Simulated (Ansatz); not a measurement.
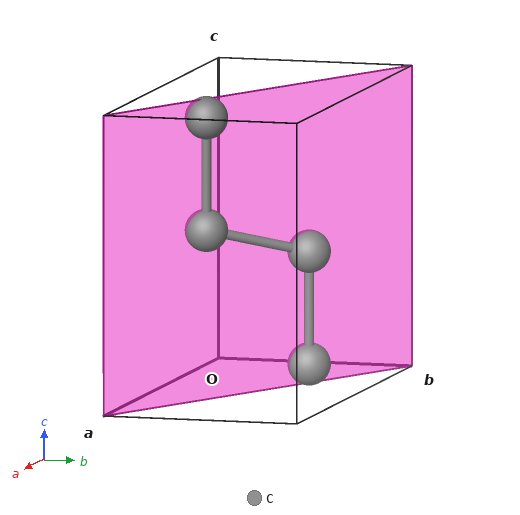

For C, the geometry relaxed with Ansatz, DFT, RPBE, plane waves (420 eV) with PAW, scalar-relativistic: every member of one family of equally spaced planes, hx + ky + lz = a whole number, that cuts the unit cell is shaded (one member passes through the origin O, touching the cell only at an edge or corner). The drawing is computed from the coordinates (standard cell, symmetry found to 0.002 Å).

a = 2.524 Å, b = 2.524 Å, c = 4.199 Å, α = 90.00°, β = 90.00°, γ = 120.00°.

### What are the Miller indices?

(1 1 0), in four indices (1 1 −2 0); the opposite sign names the same planes. The member next to the origin meets the axes a at 1, b at 1, c never.

### What is the spacing?

d = 1.262 Å.

### Which atoms of the cell lie in these planes (within 0.03 Å)?

all 4 C.

### The space group is P6₃/mmc, No. 194. How many reflections hkl are equivalent to this one (itself included), and does it occur?

6 reflections are equivalent in the Laue class 6/mmm. The space group allows the reflection.
